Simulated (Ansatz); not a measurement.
**Response to strain in BeSe**

Base system: BeSe in the zinc blende structure (space group F-43m, No. 216; a = 5.178 Å).

Strains are applied to the cell and any free atomic positions relax.

All numbers come from PBE (Ansatz, a first-principles code, PAW, no spin-orbit coupling), earlier PAW set.

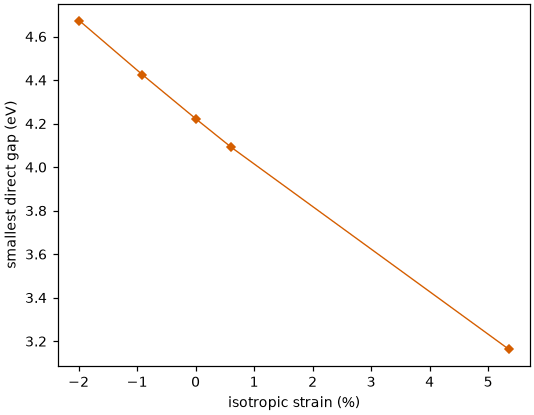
*Smallest direct gap against isotropic strain*

Task: From the plot, what is the smallest direct gap for isotropic strain −0.91 %?

Result: About 4.4 eV.

Task: Is the trend monotonic over the range shown?

Result: Yes, it falls throughout, spanning 3.16 eV to 4.67 eV.

Stability against distortions was not tested.
